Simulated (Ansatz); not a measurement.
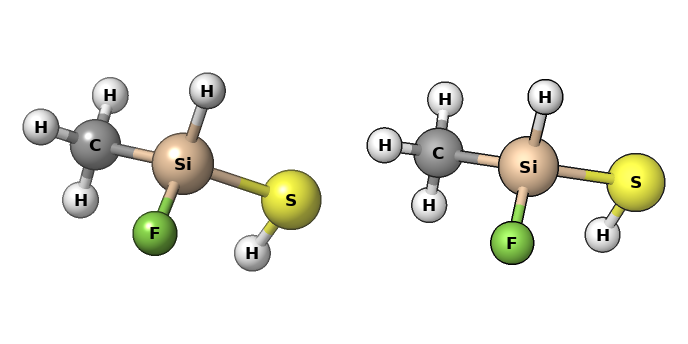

Both panels show the same species.

The geometry was computed by an optimisation with PBE0-D4/def2-TZVP.

Which formula does it have?

CH₅FSSi, 9 atoms: 1 carbon, 5 hydrogen, 1 fluorine, 1 sulfur and 1 silicon.

Does it have rings?

It has no ring.

How many bonds of each kind are drawn?

3 C–H, 1 C–Si, 1 F–Si, 1 S–Si, 1 Si–H, 1 S–H.

More results for the same structure follow; atom numbers are the same in all pictures, views and colours differ.

Geometry

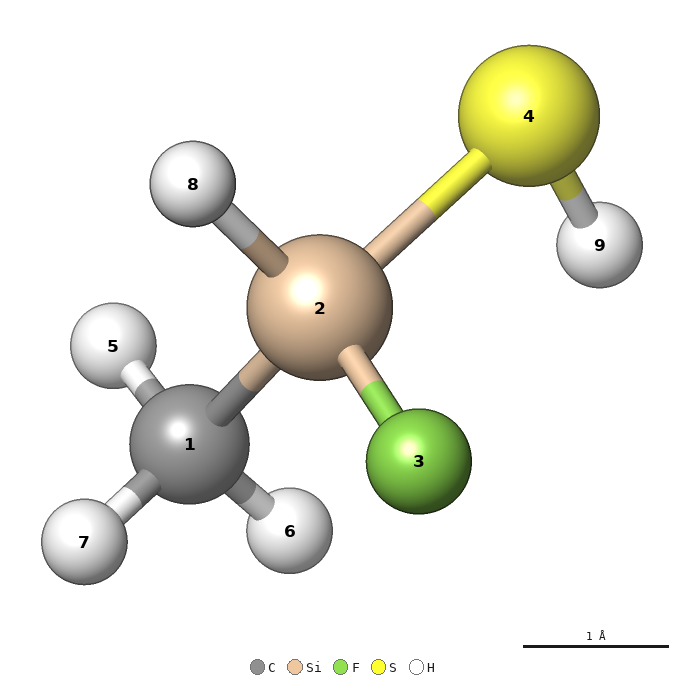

The atoms are numbered.

Give the bond lengths.

| bond | length (Å) | order |
| --- | --- | --- |
| C1–Si2 | 1.851 | single |
| C1–H5 | 1.092 | single |
| C1–H6 | 1.093 | single |
| C1–H7 | 1.093 | single |
| Si2–F3 | 1.602 | single |
| Si2–S4 | 2.125 | single |
| Si2–H8 | 1.481 | single |
| S4–H9 | 1.344 | single |

Electronic properties

Method: RKS r2SCAN-D4/def2-TZVPP (Ansatz 0.2.0).

Give the HOMO energy (Kohn–Sham orbital) at this level.

−6.82 eV.

What is the dispersion correction?

−4.3 kJ/mol.

What is the HOMO–LUMO gap?

6.61 eV.

What is the vertical ionisation energy?

10.04 eV.

Charges

The questions are on Mulliken charges. Properties computed with RKS PBE0-D4/def2-TZVP (Ansatz 0.2.0).

List the Mulliken charges.

```tsv
atom	value (e)
C1	−0.50
Si2	0.55
F3	−0.31
S4	−0.32
H5	0.15
H6	0.14
H7	0.15
H8	−0.04
H9	0.17
```

Thermal motion

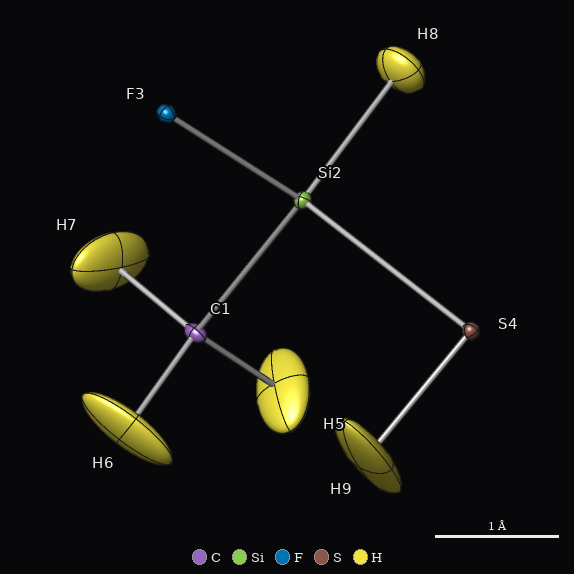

Displacement ellipsoids at the 50 % level, from the internal vibrations of the free molecule (harmonic, no overall translation or rotation; no half-axis is drawn under 0.075 Å). Vibrations computed with RKS PBE0-D4/def2-TZVP (Ansatz 0.2.0). Temperature: 200 K.

Which atom has the largest mean-square displacement?

H9, with U_eq = 0.0595 Å².

Does H9 move more along its bond or across it?

Across it: the root-mean-square amplitude is 0.080 Å along the bond and up to 0.379 Å across, since bending and torsion are softer than stretching.

Give the displacement parameters, one line for each set of equivalent atoms.

```tsv
atom	U_eq (Å²)	rms amplitudes (Å)
C1	0.0026	0.029, 0.047, 0.070
Si2	0.0011	0.029, 0.034, 0.038
F3	0.0020	0.025, 0.045, 0.057
S4	0.00080	0.015, 0.032, 0.034
H5	0.0380	0.084, 0.161, 0.285
H6	0.0401	0.077, 0.163, 0.296
H7	0.0377	0.094, 0.163, 0.279
H8	0.0178	0.092, 0.147, 0.152
H9	0.0595	0.079, 0.168, 0.379
```

Mulliken values depend strongly on the basis set and can even reverse the polarity of a bond.
